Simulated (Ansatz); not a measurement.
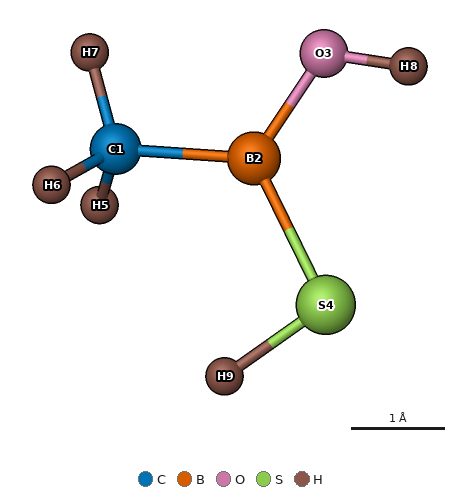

**Figure 1.** The starting structure (ball-and-stick view, seen at a tilt; atoms are numbered from 1 in the order of the input).

Nudged elastic band, with input and output: CH5BOS

System: CH5BOS.
Method: RKS PBE-D4/def2-SVP (Ansatz 0.2.0).

It belongs to a series of runs on one base structure; here: band between the two ends. Figures and captions count atoms from 1; the log counts them from 0 in places.

Input
```yaml
crystal:
  periodic: [false, false, false]
  atoms:
    - { symbol: C, position_ang: [0.225559, 0.86011, -0.672754] }
    - { symbol: B, position_ang: [0.092959, -0.481394, 0.144408] }
    - { symbol: O, position_ang: [0.888826, -1.540788, -0.198616] }
    - { symbol: S, position_ang: [-1.092978, -0.686242, 1.539445] }
    - { symbol: H, position_ang: [-0.727787, 1.110455, -1.184873] }
    - { symbol: H, position_ang: [0.45917, 1.719753, -0.010052] }
    - { symbol: H, position_ang: [1.020059, 0.786759, -1.441055] }
    - { symbol: H, position_ang: [0.750348, -2.335878, 0.347424] }
    - { symbol: H, position_ang: [-1.616156, 0.567224, 1.476084] }
basis:
  gaussian: { orbitals: def2-SVP }
hamiltonian:
  xc: pbe
  dispersion: d4
neb:
  order_check: false
  images: 4
  f_tol: 0.05
  max_iterations: 60
  initial_path: idpp
  climbing: false
  final_atoms:
    - { symbol: C, position_ang: [0.31300554, 0.98379004, -0.83513956] }
    - { symbol: B, position_ang: [-0.03144345, -0.21329664, 0.13024694] }
    - { symbol: O, position_ang: [0.40668953, -1.46534307, -0.20860078] }
    - { symbol: S, position_ang: [-1.00452112, 0.15683404, 1.64160574] }
    - { symbol: H, position_ang: [-0.15002479, 0.80364932, -1.82904394] }
    - { symbol: H, position_ang: [-0.02338577, 1.9741664, -0.47360468] }
    - { symbol: H, position_ang: [1.40947681, 1.02670275, -1.0066019] }
    - { symbol: H, position_ang: [0.16047339, -2.16129426, 0.42522906] }
    - { symbol: H, position_ang: [-1.08027013, -1.10520957, 2.15592013] }
```

Command:
```bash
ansatz run input.yaml --threads 1 --pin off --max-ram 2048MiB --backend cpu --events-out ev --progress --plain --runs-dir out
```

Output
```
Engine: ansatz 0.2.0, aarch64-unknown-linux-gnu
Functional definition: PBE
  parameter kappa = 0.804
  parameter beta = 0.06672455060314922
  exchange = pbe_x(kappa = kappa, mu = beta*pi^2/3)
  correlation = pbe_c(beta = beta)
950 factors; their error is unknown
mean field evaluation 1: about -14653.8508 eV, gradient 6.8e1 eV
mean field evaluation 2: about -14626.0936 eV, gradient 1.3e2 eV
mean field evaluation 4: about -14663.8567 eV, gradient 8.5e0 eV
mean field evaluation 8: about -14664.0119 eV, gradient 2.0e-1 eV
mean field evaluation 16: about -14663.9732 eV, gradient 1.4e-4 eV
mean field -14663.97318797 eV, -538.8910750600 hartree, gradient 1.6e-5 eV, S^2 0.000000; 0 other end points of the search recorded, 0 dependent functions left out
the calculation of the forces begins
reference -14663.97321791 eV, -538.8910761603 hartree; 20, 20 occupied and 65, 65 virtual orbitals, 950 factors
950 factors; their error is unknown
mean field evaluation 32: about -14663.9592 eV, gradient 1.3e-3 eV
mean field -14663.95920492 eV, -538.8905611922 hartree, gradient 1.8e-5 eV, S^2 0.000000; 0 other end points of the search recorded, 0 dependent functions left out
[... from here on the field's lines of each further geometry are left out, up to the last ...]
NEB iter   1: max|band force component| = 1.247e0 eV/Å  barrier→ = 0.4230 eV  barrier← = 0.4081 eV  Δτ_max = 0.1485 Å  (162 SCF iters)
NEB iter   2: max|band force component| = 8.464e-1 eV/Å  barrier→ = 0.3589 eV  barrier← = 0.3441 eV  Δτ_max = 0.1199 Å  (110 SCF iters)
NEB iter   3: max|band force component| = 4.258e-1 eV/Å  barrier→ = 0.3482 eV  barrier← = 0.3333 eV  Δτ_max = 0.0374 Å  (112 SCF iters)
NEB iter   4: max|band force component| = 1.773e-1 eV/Å  barrier→ = 0.3436 eV  barrier← = 0.3287 eV  Δτ_max = 0.0775 Å  (114 SCF iters)
NEB iter   5: max|band force component| = 1.004e-1 eV/Å  barrier→ = 0.3454 eV  barrier← = 0.3306 eV  Δτ_max = 0.0947 Å  (113 SCF iters)
NEB iter   6: max|band force component| = 1.510e-1 eV/Å  barrier→ = 0.3449 eV  barrier← = 0.3300 eV  Δτ_max = 0.0471 Å  (111 SCF iters)
NEB iter   7: max|band force component| = 6.573e-2 eV/Å  barrier→ = 0.3419 eV  barrier← = 0.3270 eV  Δτ_max = 0.0937 Å  (113 SCF iters)
NEB iter   8: max|band force component| = 8.296e-2 eV/Å  barrier→ = 0.3361 eV  barrier← = 0.3212 eV  Δτ_max = 0.0469 Å  (109 SCF iters)
NEB iter   9: max|band force component| = 8.412e-2 eV/Å  barrier→ = 0.3336 eV  barrier← = 0.3187 eV  Δτ_max = 0.0234 Å  (114 SCF iters)
NEB iter  10: max|band force component| = 6.813e-2 eV/Å  barrier→ = 0.3322 eV  barrier← = 0.3173 eV  Δτ_max = 0.0234 Å  (107 SCF iters)
NEB iter  11: max|band force component| = 5.448e-2 eV/Å  barrier→ = 0.3310 eV  barrier← = 0.3162 eV  Δτ_max = 0.0234 Å  (117 SCF iters)
the calculation of the forces begins
reference -14663.95321226 eV, -538.8903409660 hartree; 20, 20 occupied and 65, 65 virtual orbitals, 950 factors
950 factors; their error is unknown
mean field evaluation 480: about -14663.6854 eV, gradient 1.7e-1 eV
mean field -14663.64433416 eV, -538.8789899054 hartree, gradient 1.3e-5 eV, S^2 0.000000; 1 other end points of the search recorded, 0 dependent functions left out
the calculation of the forces begins
reference -14663.64436460 eV, -538.8789910241 hartree; 20, 20 occupied and 65, 65 virtual orbitals, 950 factors
NEB iter  12: max|band force component| = 3.537e-2 eV/Å  barrier→ = 0.3301 eV  barrier← = 0.3152 eV  Δτ_max = 0.0000 Å  (222 SCF iters)
```

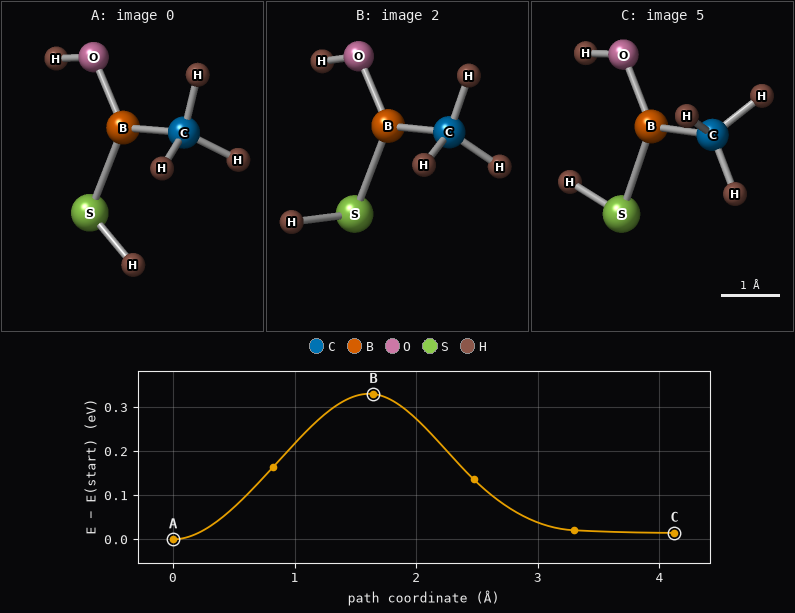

**Figure 2.** Images of the last band (counted from 0; ball-and-stick, seen at a tilt) above the energy along the path; the line is a cubic interpolation that uses the forces. The highest image is number 2, 0.330 eV above the start and 0.315 eV above the end; the end lies 0.015 eV above the start. The path is 4.12 Å long. The band converged in 12 iterations.

```
Total energy: -14663.80248906 eV, -538.8848019906 hartree
Atom 0 at     0.539266     0.940405    -0.619226 Å, force    -0.001522    -0.000925    -0.006803 eV/Å
Atom 1 at     0.075208    -0.354861     0.131283 Å, force    -0.008332     0.005664     0.023568 eV/Å
Atom 2 at     0.267648    -1.575790    -0.434039 Å, force     0.001049    -0.007662    -0.023847 eV/Å
Atom 3 at    -0.738685    -0.273586     1.845279 Å, force     0.000650     0.012859    -0.008891 eV/Å
Atom 4 at    -0.353882     1.544008    -0.893796 Å, force     0.013127     0.010975     0.011344 eV/Å
Atom 5 at     1.137558     1.591721     0.051383 Å, force     0.000816    -0.000436    -0.003523 eV/Å
Atom 6 at     1.115876     0.728909    -1.540728 Å, force     0.002101    -0.004243    -0.008909 eV/Å
Atom 7 at    -0.055044    -2.285369     0.156267 Å, force    -0.004266     0.011461     0.017522 eV/Å
Atom 8 at    -1.987946    -0.315440     1.303587 Å, force    -0.003623    -0.027693    -0.000460 eV/Å
Dipole moment:    -0.151851    -0.122177    -0.116718 e Å
this run last wrote the band of iteration 12 to [file]
```

The last band as extended XYZ (Å, eV, eV/Å)
```
9
Properties=species:S:1:pos:R:3:forces:R:3 image=0 energy=-14664.13251
C     0.2256    0.8601   -0.6728    0.0021   0.0132  -0.0122
B     0.0930   -0.4814    0.1444   -0.0100  -0.0080   0.0122
O     0.8888   -1.5408   -0.1986    0.0048  -0.0031   0.0071
S    -1.0930   -0.6862    1.5394    0.0047  -0.0011  -0.0078
H    -0.7278    1.1105   -1.1849    0.0001  -0.0041   0.0033
H     0.4592    1.7198   -0.0101   -0.0003  -0.0075   0.0022
H     1.0201    0.7868   -1.4411    0.0036   0.0056  -0.0070
H     0.7503   -2.3359    0.3474   -0.0028   0.0024  -0.0031
H    -1.6162    0.5672    1.4761   -0.0022   0.0026   0.0053
9
Properties=species:S:1:pos:R:3:forces:R:3 image=1 energy=-14663.96825
C     0.3691    0.9180   -0.6379   -0.0312  -0.0192   0.0093
B     0.0987   -0.4225    0.1438   -0.0247  -0.0285   0.0153
O     0.6580   -1.5798   -0.3128    0.1085  -0.0246   0.0044
S    -0.8663   -0.5693    1.7372   -0.0555  -0.1335  -0.0614
H    -0.5701    1.3938   -0.9903   -0.0372   0.0099   0.0359
H     0.8682    1.6630    0.0179   -0.0467  -0.0207   0.0017
H     1.0135    0.7444   -1.5229   -0.0169  -0.0160   0.0030
H     0.3475   -2.3405    0.2156    0.0765  -0.0341  -0.0265
H    -1.9185    0.1929    1.3493    0.0272   0.2668   0.0182
9
Properties=species:S:1:pos:R:3:forces:R:3 image=2 energy=-14663.80246
C     0.5393    0.9404   -0.6192   -0.0015  -0.0009  -0.0068
B     0.0752   -0.3549    0.1313   -0.0083   0.0057   0.0236
O     0.2676   -1.5758   -0.4340    0.0010  -0.0077  -0.0238
S    -0.7387   -0.2736    1.8453    0.0006   0.0129  -0.0089
H    -0.3539    1.5440   -0.8938    0.0131   0.0110   0.0113
H     1.1376    1.5917    0.0514    0.0008  -0.0004  -0.0035
H     1.1159    0.7289   -1.5407    0.0021  -0.0042  -0.0089
H    -0.0550   -2.2854    0.1563   -0.0043   0.0115   0.0175
H    -1.9879   -0.3154    1.3036   -0.0036  -0.0277  -0.0005
9
Properties=species:S:1:pos:R:3:forces:R:3 image=3 energy=-14663.99610
C     0.6820    0.9368   -0.6082    0.0459  -0.0184   0.0079
B    -0.0169   -0.2782    0.1017   -0.0556   0.0416  -0.0236
O    -0.0339   -1.5011   -0.5083   -0.0295   0.0269   0.0025
S    -0.8262    0.0489    1.7402   -0.0415   0.1364  -0.0389
H    -0.1047    1.6685   -0.8927    0.0363   0.0181  -0.0360
H     1.3604    1.4817    0.0810    0.0220   0.0093  -0.0066
H     1.2421    0.6455   -1.5171    0.0390  -0.0101   0.0044
H    -0.4266   -2.2064    0.0373   -0.0556   0.0393   0.0068
H    -1.8762   -0.7958    1.5662    0.0389  -0.2430   0.0836
9
Properties=species:S:1:pos:R:3:forces:R:3 image=4 energy=-14664.11178
C     0.7742    0.9101   -0.5830    0.0022  -0.0026   0.0032
B    -0.1102   -0.2180    0.0730   -0.0080   0.0012  -0.0009
O    -0.3177   -1.3773   -0.6246    0.0014   0.0027  -0.0024
S    -0.8337    0.1180    1.7290   -0.0006   0.0004  -0.0011
H     0.1137    1.6339   -1.1087    0.0012  -0.0027  -0.0072
H     1.3606    1.4933    0.1544   -0.0026   0.0030   0.0014
H     1.4647    0.4865   -1.3391    0.0047  -0.0001   0.0024
H    -0.8882   -2.0198   -0.1674   -0.0052   0.0040   0.0002
H    -1.5633   -1.0267    1.8664    0.0069  -0.0057   0.0043
9
Properties=species:S:1:pos:R:3:forces:R:3 image=5 energy=-14664.11766
C     0.2408    0.9891   -0.8527    0.0007   0.0072  -0.0061
B    -0.0386   -0.2159    0.1239   -0.0046  -0.0059   0.0100
O    -0.1197   -1.4750   -0.4077    0.0043  -0.0115  -0.0100
S    -0.2428    0.1570    1.9092    0.0031   0.0001   0.0004
H    -0.5866    1.0682   -1.5902    0.0019  -0.0012   0.0009
H     0.3484    1.9693   -0.3504   -0.0003  -0.0020  -0.0010
H     1.1626    0.7927   -1.4401   -0.0027   0.0000   0.0031
H    -0.2961   -2.1749    0.2448   -0.0016   0.0146   0.0036
H    -0.4679   -1.1104    2.3632   -0.0009  -0.0012  -0.0010
```

Results in brief

| quantity | value |
| --- | --- |
| outcome | converged |
| barrier, forward | 0.330 eV |
| barrier, backward | 0.315 eV |
| hardware | 1 thread of Arm Neoverse V1, 24 GiB of memory available, shared host |
| wall time | 1.9 min |
| peak memory | 0.11 GiB |

Notes

The order of the saddle point was not checked.
